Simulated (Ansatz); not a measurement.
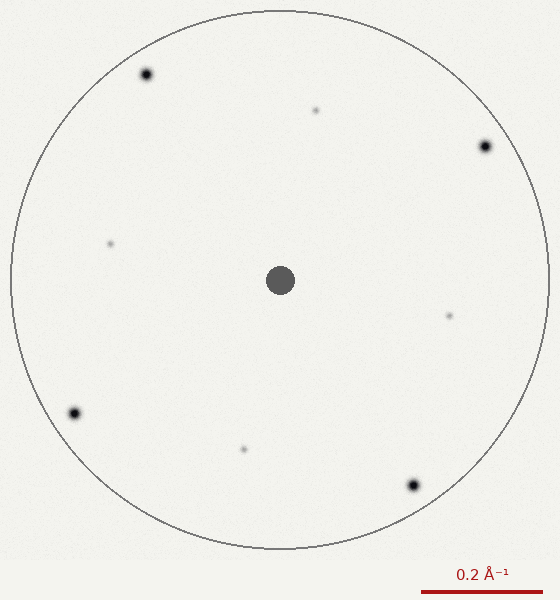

Simulated LEED pattern at 45 eV and normal incidence, from the upper face of a slab model. Spot positions follow from the surface net; brightness is a rough single-scattering estimate from the outer layers, good only for telling present from absent.

### Find the real-space surface cell from the pattern.

The spots form a square reciprocal net with shortest vectors 0.288 and 0.288 Å⁻¹ at 90.0°. The primitive real-space mesh has edges 3.47 and 3.47 Å at 90.0° (or its supplement) and area 12.1 Å².

The slab has composition TiSi (2 atoms a cell, 0.0 Å thick). Structure: coordinates from a relaxation with Ansatz 0.2.0, DFT PBE, scalar-relativistic, plane waves, PAW; the starting structure was generated, so it need not be a known form of this composition.

```xyz
2
Lattice="3.4715 0.0000 0.0000 0.0000 3.4715 0.0000 0.0000 0.0000 23.8000" Properties=species:S:1:pos:R:3 pbc="T T T"
Ti    1.7358    1.7358    7.0000
Si    0.0000    0.0000    7.0000
```
